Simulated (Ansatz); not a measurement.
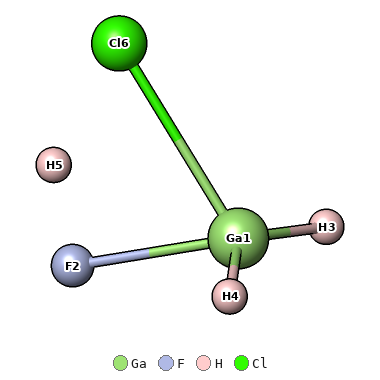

The system is the reacting system ClFGaH₃ (fragments FGaH₂ + ClH where the first distance is long, ClGaH₂ + FH where the second is long); the picture shows the reference structure. 
- Coordinates scanned: (1) distance Ga1–Cl6 (bond that forms); (2) distance Ga1–F2 (bond that breaks).
- Relaxed at each point: all other coordinates.
- The scan uses a 13 × 13 grid.
- Points are written as (first, second).
- Energies: kJ/mol, counted from a guessed transition structure relaxed with its forming and breaking bonds held.
- Energies and slopes of some neighbouring points disagree (a jump in structure or state, or too coarse a mesh). The reference is spin-restricted, so regions where a bond is pulled apart into radicals lie too high.
- All numbers below come from RHF/def2-SVP in Ansatz.

Its coordinates:

```xyz
6

Ga   -0.4389   -0.6162   -0.4002
F     0.6897    1.1645   -0.6801
H     0.5045   -1.7723   -0.8021
H    -1.9178   -0.2000   -0.5664
H     0.8094    1.1699    0.5141
Cl    0.3531    0.2541    1.9344
```

Range: distance Ga1–Cl6 (bond that forms) from 2.016 to 3.516 Å; distance Ga1–F2 (bond that breaks) from 1.638 to 3.438 Å.

### What will the energy surface look like?

The lowest grid point is at (2.176 Å, 2.395 Å), −106 kJ/mol from a guessed transition structure relaxed with its forming and breaking bonds held. Other grid points that lie below all their neighbours: (3.063 Å, 1.719 Å) (45 kJ/mol higher). The highest grid point, (3.516 Å, 3.438 Å), lies 276 kJ/mol above the lowest.

```
second ↓, first →  2.016  2.083  2.176  2.281  2.396  2.518  2.647  2.781  2.920  3.063  3.210  3.361  3.516
            3.438    −61    −78    −88    −84    −69    −44    −15     18     51     83    114    143    170
            3.252    −63    −81    −91    −87    −72    −48    −18     14     46     78    108    137    163
            3.071    −66    −84    −94    −90    −75    −52    −23      9     41     72    102    129    155
            2.894    −68    −87    −97    −94    −79    −56    −28      3     34     65     93    120    144
            2.722    −71    −90   −100    −97    −83    −61    −33     −3     27     56     84    109    132
            2.556    −74    −93   −104   −101    −88    −66    −40    −11     18     46     72     96    117
            2.395    −75    −94   −106   −104    −92    −71    −46    −19      9     35     59     80     99
            2.241    −73    −93   −105   −105    −93    −74    −51    −25      0     23     54     58     62
            2.094    −66    −86    −99   −100    −90    −72    −51    −28     −6     13      7     10     12
            1.956    −47    −68    −83    −84    −76    −61    −42    −23    −36    −35    −34    −32    −31
            1.830    −11    −33    −49    −53    −46    −34    −19    −59    −61    −60    −59    −58    −57
            1.719     47     24      7      2      5    −45    −54    −59    −60    −61    −60    −59    −58
            1.638    114     91     73     20     −4    −20    −30    −35    −37    −38    −37    −36    −35
```

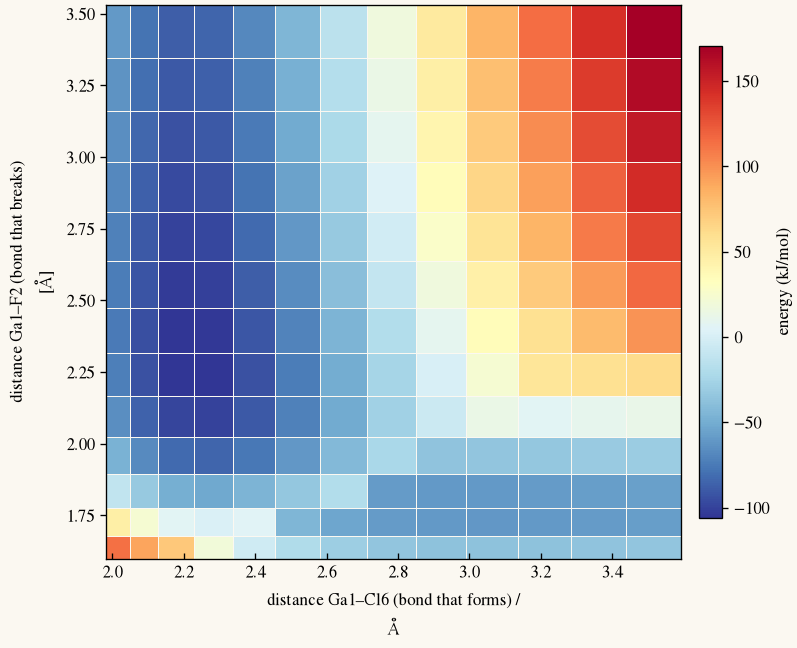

Drawn: one coloured cell a grid point.

The whole map (169 points run) took 18 min on 1 thread of Intel(R) Xeon(R) Platinum 8375C CPU @ 2.90GHz (Ice Lake), on a shared host.
